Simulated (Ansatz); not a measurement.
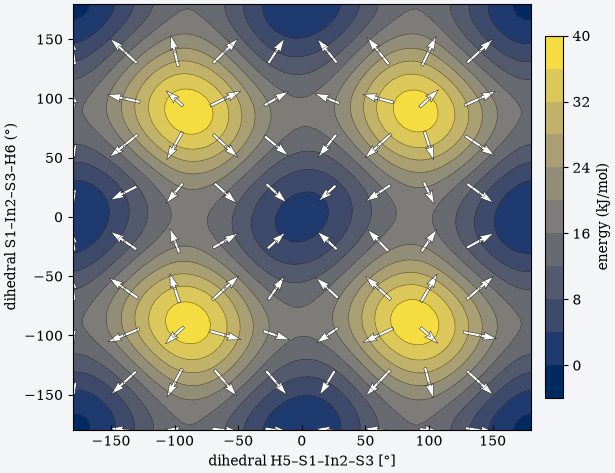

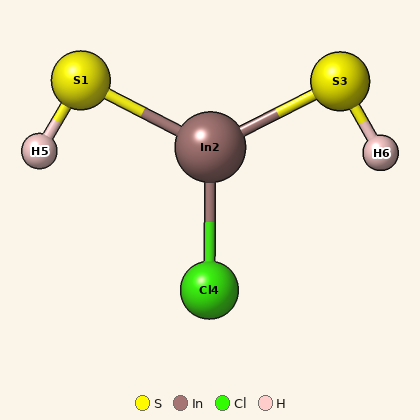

Energy landscape of ClH₂InS₂, SMILES [SH][In]([SH])[Cl]. The first coordinate is: dihedral H5–S1–In2–S3; the second: dihedral S1–In2–S3–H6. Nothing is relaxed (all other coordinates rigid). The scan uses a 9 × 9 grid; 41 points were computed and 40 follow by symmetry. All energies are given in kJ/mol relative to the relaxed molecule at the same level. All numbers below come from Ansatz, RKS B3LYP-D4/def2-TZVP.

In the figure: filled contours, dots at the grid points, arrows along the force (downhill), their lengths compressed. Between grid points the surface is interpolated. The second picture is the structure at the lowest point.

> Summarise what can be read from the map.

The lowest grid point is at dihedral H5–S1–In2–S3 = −180°, dihedral S1–In2–S3–H6 = −180°, −1.0 kJ/mol from the relaxed molecule at the same level. There are further wells near dihedral H5–S1–In2–S3 = −20°, dihedral S1–In2–S3–H6 = −180° (2.8 kJ/mol above the lowest at that grid point); dihedral H5–S1–In2–S3 = −180°, dihedral S1–In2–S3–H6 = −20° (2.9 kJ/mol above the lowest at that grid point); dihedral H5–S1–In2–S3 = −20°, dihedral S1–In2–S3–H6 = −20° (5.9 kJ/mol above the lowest at that grid point). The highest grid point, dihedral H5–S1–In2–S3 = −100°, dihedral S1–In2–S3–H6 = 100°, lies 38.1 kJ/mol above the lowest. On the interpolated surface the easiest way out of the lowest well to the well at about dihedral H5–S1–In2–S3 = −180°, dihedral S1–In2–S3–H6 = 0° passes a barrier of about 17 kJ/mol. Round the minimum the two coordinates are weakly coupled (coupling −0.13 in units of the two stiffnesses).

Each point was launched as `ansatz run input.yaml --threads 1 --pin off --max-ram 2560MiB --backend cpu --events-out ev --progress --plain --runs-dir out`. Time for the 41 points that were run: 5.9 min on 1 thread of Intel(R) Xeon(R) Platinum 8488C (Sapphire Rapids), with other jobs on the host.
